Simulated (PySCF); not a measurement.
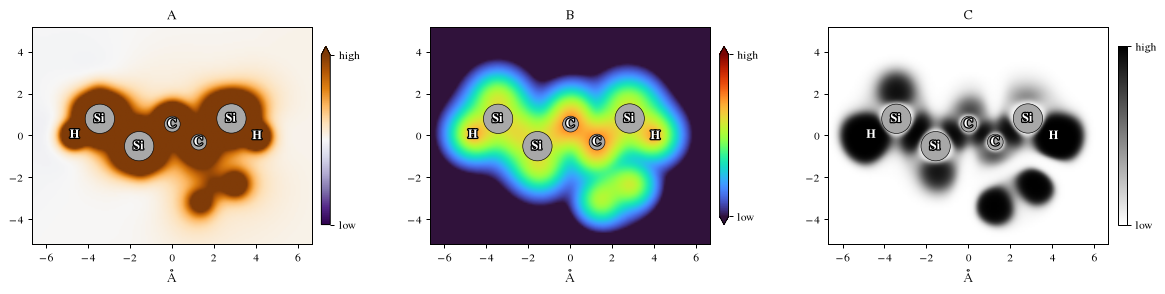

C$_{4}$H$_{14}$OSi$_{3}$: 3 fields on the plane of atoms Si5, C4 and C6, with unlabelled colour scales. Grey discs cover the atomic cores.

Geometry: GFN2-xTB.

Method: PySCF 2.14.0, PBE0/pcSseg-1, SCF density, gas phase, non-relativistic.

Q: Match the panels to the quantities (electron density, electron localisation function and electrostatic potential).

A: Panel A: electrostatic potential (strongly positive close to the atoms and fading to about zero outside). Panel B: electron density. Panel C: electron localisation function. From the grid: C–Si (1.91 Å): the density is about 0.9 e/Å³ at the midpoint; the ELF peaks at about 0.95 between the atoms; a covalent bond. Si–Si (2.31 Å): the density is about 0.67 e/Å³ at the midpoint; the ELF peaks at about 1 between the atoms: a covalent bond.
